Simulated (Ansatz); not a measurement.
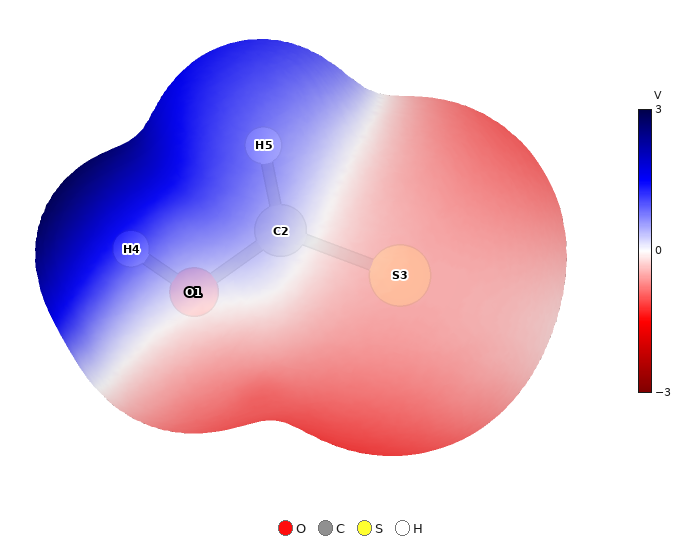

Figure 1: CH₂OS (SMILES OC=S). The molecular electrostatic potential painted on the density surface at 0.001 e/bohr³, seen across its widest extent; the colour scale runs from red (negative) to blue (positive).

Geometry: PBE0-D4/def2-TZVP.

The calculation used RKS PBE0-D4/def2-TZVPP (Ansatz 0.2.0).

```yaml
atoms:
  - { symbol: O, position_ang: [-0.9581, -0.2741, 0.0899] }
  - { symbol: C, position_ang: [0.3482, -0.0150, 0.0841] }
  - { symbol: S, position_ang: [1.3792, -0.5932, 1.1702] }
  - { symbol: H, position_ang: [-1.3868, 0.1731, -0.6499] }
  - { symbol: H, position_ang: [0.6675, 0.6355, -0.7358] }
```

Where is the surface potential most negative and most positive?

The most negative region (about −1.1 V) lies over S3, the most positive (about +2.8 V) over H4.
